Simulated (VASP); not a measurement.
Energy against volume of KI (rock salt). Computed with PW91 GGA, VASP's PBE PAW potentials (set 64) (plane waves; VASP).

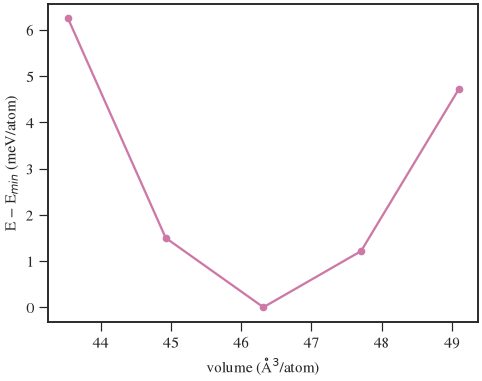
Figure: Energy against volume

Estimate the equilibrium volume and the bulk modulus.

The minimum lies near 46.3 Å³/atom, and the curvature gives B0 of about 10 GPa.

The compound is KI in the rock salt structure. It was relaxed first.
